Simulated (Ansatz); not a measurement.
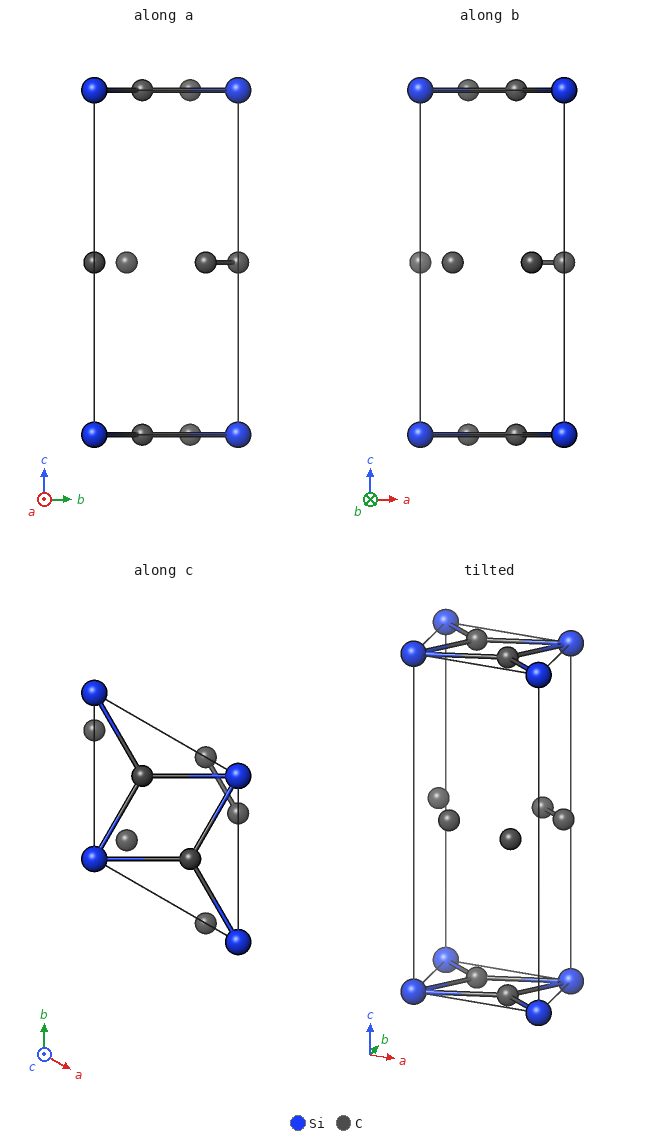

Structure drawing (ball-and-stick), viewed along the a axis, along the b axis, along the c axis and slightly off an axis. The conventional unit cell is drawn as a box.

Lattice parameters: a = 3.585 Å, b = 3.585 Å, c = 7.436 Å, α = 90.00°, β = 90.00°, γ = 120.00°. Put a along x and b in the xy plane.

Write down what is shown as a POSCAR file, with free fractional coordinates to two decimals.

Answer.
```
Si C
1.0
     3.585    0.000    0.000
    -1.793    3.105    0.000
     0.000    0.000    7.436
Si C
1 5
Direct
  0.00 0.00 0.00
  0.3333 0.6667 0.00
  0.00 0.77 0.50
  0.77 0.00 0.50
  0.23 0.23 0.50
  0.6667 0.3333 0.00
```

The structure comes from a structure type filled with these elements by a generator (whether the compound takes this form wasn't checked). Earlier steps of the study may have refined or changed the cell and positions. A calculation with Ansatz used it as input.
